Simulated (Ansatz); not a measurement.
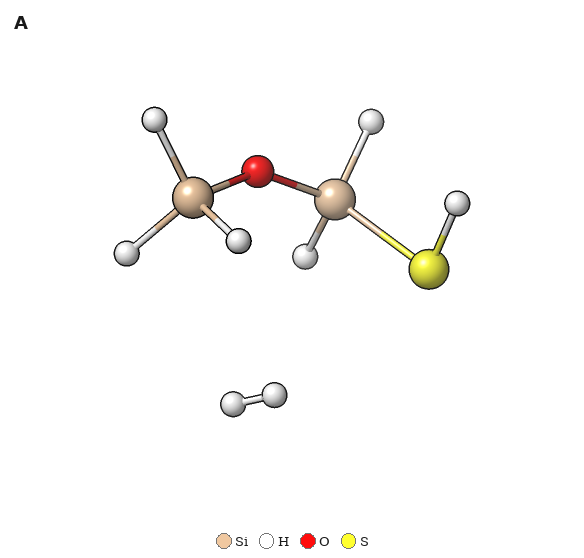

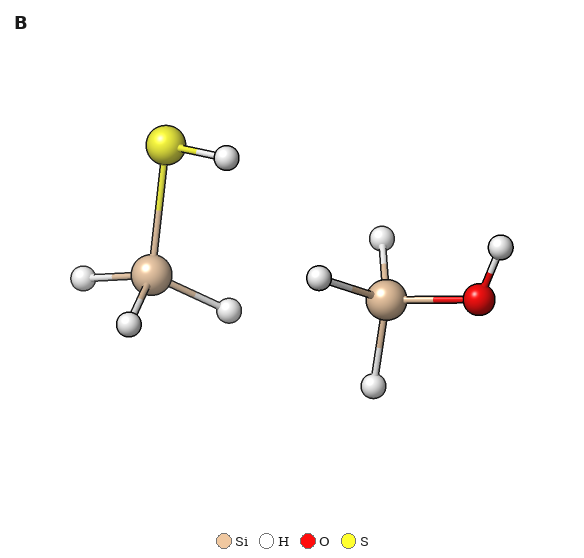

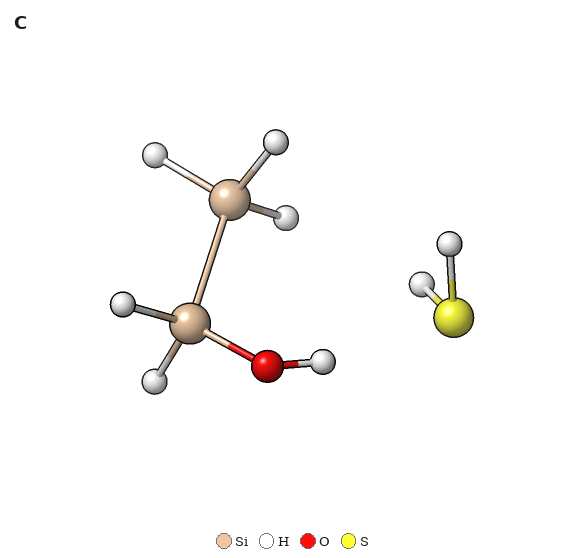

3 stationary structures of one formula. Geometries: PBE0-D4/def2-TZVP. Electronic energies: CCSD(T)/CBS (MP2 limit from def2-TZVPP and def2-QZVPP plus CCSD(T) − MP2) (Ansatz 0.2.0), without zero-point energy. No frequency run is at hand to confirm each as a minimum. Each is one conformer, not always the lowest.

> Which structure is the most stable?

A is lowest; B lies 95.8 kJ/mol above it (a minimum), C lies 145.7 kJ/mol above it (a minimum).
